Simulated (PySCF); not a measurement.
```json
{"atom": "B", "x (Å)": "-0.3545", "y (Å)": "0.0005", "z (Å)": "-0.0226"}
{"atom": "O", "x (Å)": "1.0219", "y (Å)": "-0.4459", "z (Å)": "-0.4206"}
{"atom": "H", "x (Å)": "-0.5196", "y (Å)": "1.2435", "z (Å)": "-0.2139"}
{"atom": "H", "x (Å)": "-1.1968", "y (Å)": "-0.6226", "z (Å)": "-0.7071"}
{"atom": "H", "x (Å)": "-0.5864", "y (Å)": "-0.2246", "z (Å)": "1.2041"}
{"atom": "H", "x (Å)": "1.6436", "y (Å)": "0.0485", "z (Å)": "0.1152"}
```

Geometry: PBE0-D3(BJ)/ma-def2-SVP.

Computed with DFT single point, gas phase, functional PBE0 in PySCF 2.14.0, density-fitted response routines.

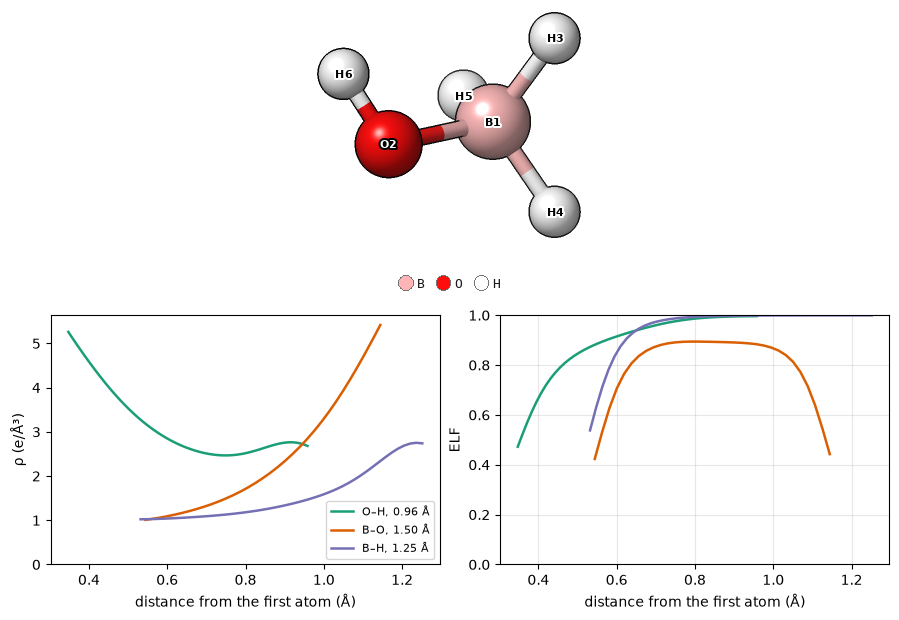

BH4O (SMILES [BH3-]O) (charge −1). Total electron density and electron localisation function along straight lines between neighbouring atoms. The curves leave out the atomic cores. The structure is drawn too.

> What can be read from the curves?

O–H (0.96 Å): the density is about 3.7 e/Å³ at the midpoint; the ELF climbs to about 1 towards the hydrogen, as it does in any bond to H (an ordinary covalent bond to hydrogen).
B–O (1.50 Å): the density is about 1.5 e/Å³ at the midpoint; the ELF peaks at about 0.90 between the atoms (a polar covalent bond).
B–H (1.25 Å): ρ at the midpoint is about 1.1 e/Å³; the ELF climbs to about 1 towards the hydrogen (an ordinary covalent bond to hydrogen).
